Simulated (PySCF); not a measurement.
# C₃H₇FO₃Si₂: what the fields show

Input file:

```
{"job": {"kind": "nmr", "xc": "PBE0", "basis": "pcSseg-1"}, "charge": 0, "multiplicity": 1}
O      2.136805     0.287388     0.396167
C      1.409756     0.927290    -0.347356
O      1.891385     1.967878    -1.047234
C     -0.008705     0.669387    -0.539636
Si    -0.899070     0.301642     1.158629
O      0.210725     0.092335     2.310234
C     -1.528229    -1.344304     0.394786
Si    -0.415683    -1.112450    -1.133212
F     -1.251962    -1.032835    -2.517665
H      2.836435     2.084849    -0.863596
H     -0.440471     1.448535    -1.162494
H     -1.826985     1.323270     1.612887
H      1.122406    -0.014948     2.003247
H     -2.586449    -1.349634     0.148605
H     -1.342780    -2.230685     0.993870
H      0.685225    -2.008774    -1.418643
```

Launched as:

```sh
OMP_NUM_THREADS=1 python probes_run.py task.json out
```

Geometry: GFN2-xTB.

Method: PySCF 2.14.0, PBE0/pcSseg-1, SCF density, gas phase, non-relativistic.

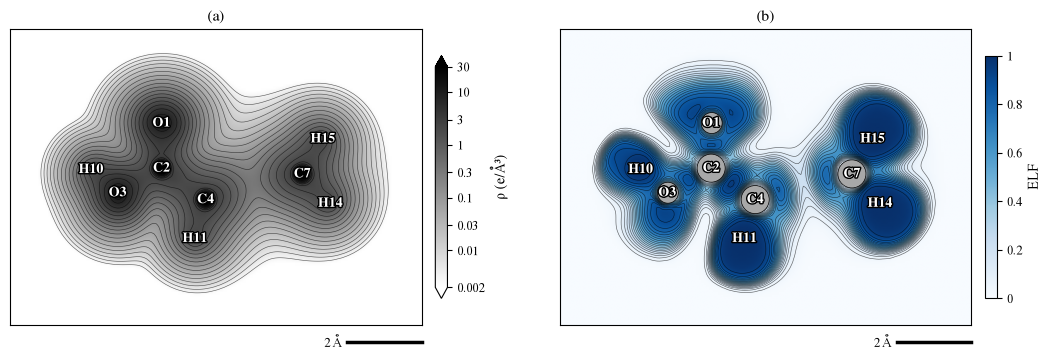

Figure 1. (a) total electron density; (b) electron localisation function on the plane of atoms H14, C7 and H15. Grey discs cover the atomic cores in the ELF map.

Question: Interpret the plot.

Answer: The section cuts through O, C and H sites. C–O (1.22 Å): ρ is about 3.2 e/Å³ halfway; the ELF peaks at about 0.85 between the atoms: a multiple bond. C–C (1.45 Å): ρ is about 1.9 e/Å³ halfway; the ELF peaks at about 0.95 between the atoms (a covalent bond). O–H (0.97 Å): ρ at the midpoint is about 3.7 e/Å³; the ELF climbs to about 1 towards the hydrogen, as it does in any bond to H (an ordinary covalent bond to hydrogen). C–O (1.34 Å): ρ is about 2.4 e/Å³ halfway; the ELF peaks at about 0.90 between the atoms; a polar covalent bond. The ELF also peaks beside O3 and O1, away from the bonds: lone-pair regions.

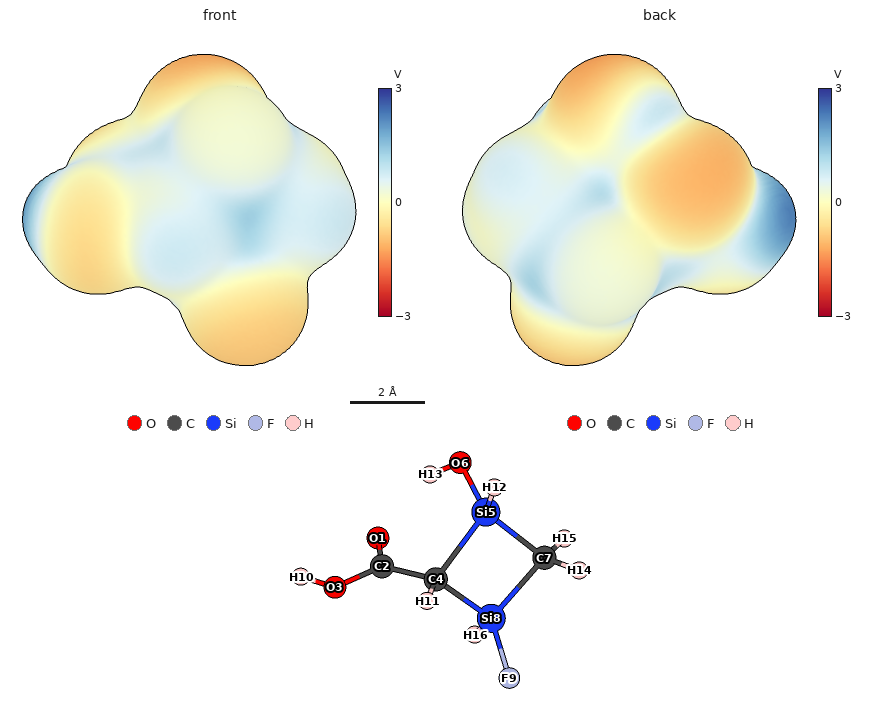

Figure 2. The electrostatic potential painted on the density surface at 0.001 e/bohr³, seen from the front and from behind; red is negative and blue positive. The bare structure is drawn below in the same view.

Question: Where is the surface potential most negative and most positive?

Answer: The most negative region (about −1.3 V) lies over O6, the most positive (about +2.2 V) over H10. O6 is the likeliest acceptor of a hydrogen bond.

Question: How polar is the molecule by this calculation?

Answer: Its dipole moment is 0.62 D.
